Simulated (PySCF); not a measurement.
Cl₄Ta (charge +1)

The calculation's input:

```
mol = gto.M(atom='''
Ta    -0.00000     0.00000    -0.00000
Cl     1.28174     1.28174     1.28174
Cl    -1.28174    -1.28174     1.28174
Cl     1.28174    -1.28174    -1.28174
Cl    -1.28174     1.28174    -1.28174''',
    basis={'Ta': 'def2-SVP', 'Cl': 'def2-SVP'},
    ecp={'Ta': 'def2-SVP'},
    charge=1, spin=0)
mf = dft.RKS(mol, xc='PBE0')
mf.grids.atom_grid = (75, 302)  # f atoms: at least (60, 302), unpruned
mf = mf.density_fit()  # Ta def2-universal-JKFIT, Cl def2-universal-JKFIT
mf.conv_tol = 1e-09; mf.max_cycle = 55
mf.kernel(dm0)
```

Launched as:

```sh
OMP_NUM_THREADS=2 python run.py
```

Core potentials replace the inner electrons of Ta.

Method: RKS PBE0, Ta def2-SVP with ECP60, Cl def2-SVP; non-relativistic Hamiltonian with scalar-relativistic core potentials where named; density fitting in PySCF 2.14.0.

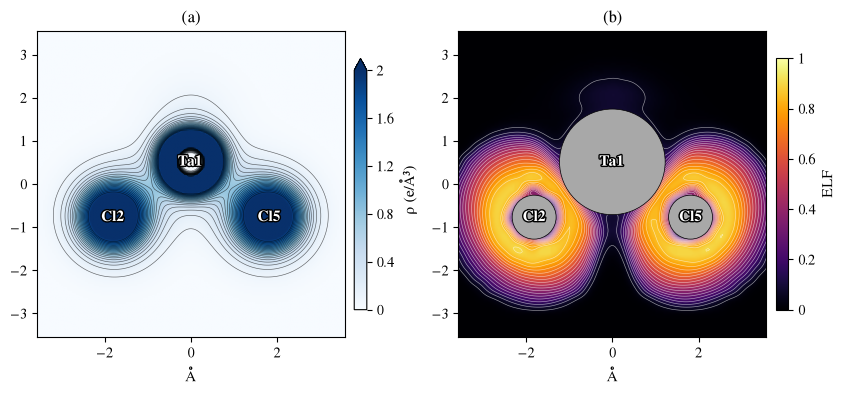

Figure 1. (a) electron density; (b) electron localisation function on the plane of atoms Cl2, Ta1 and Cl5. Grey discs cover the atomic cores in the ELF map.

**Read the bonding off the picture.**

Atoms in the plane: Ta and Cl.
Ta–Cl (2.22 Å): the density is about 0.8 e/Å³ at the midpoint; the ELF peaks at about 0.80 in the valence shell of Cl, 0.8 Å from its nucleus, and is about 0.40 at the midpoint.

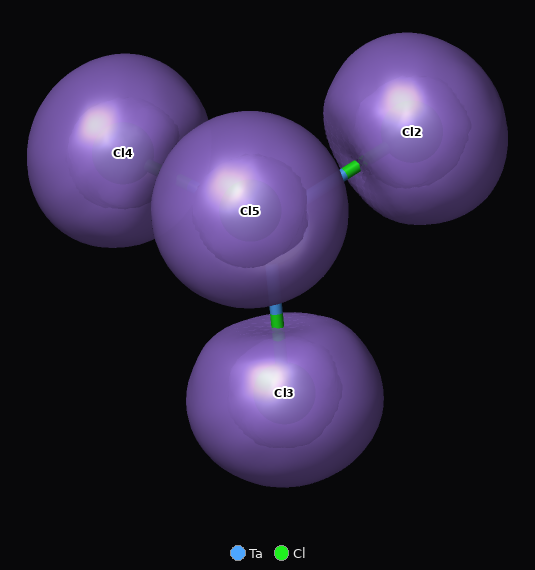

Figure 2. Isosurface of the ELF at 0.75 (purple), seen at an oblique angle. Core shells and regions of very low density are left out.

**Where are the electrons localised?**

The surface consists of four regions wrapped around Cl (the valence shell of each).

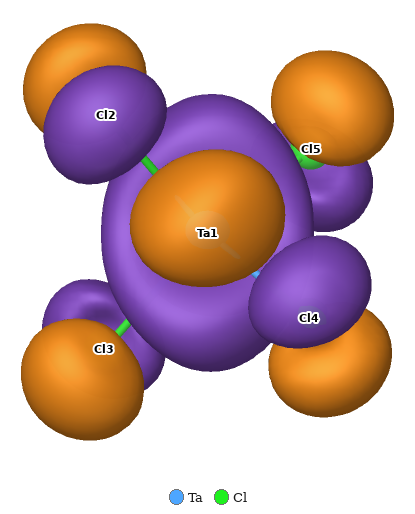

Figure 3. The LUMO at ±0.08 Å⁻³ᐟ² (orange and purple are the two phases), seen from one side.

**Where does this orbital lie, and at what energy?**

Its weight (Hirshfeld) is mainly on Ta1 (about 65 %), Cl2 (about 10 %), Cl3 (about 10 %), Cl4 (about 10 %) and Cl5 (about 10 %). It is one of a degenerate set, so its orientation is arbitrary. Its energy is −8.93 eV.
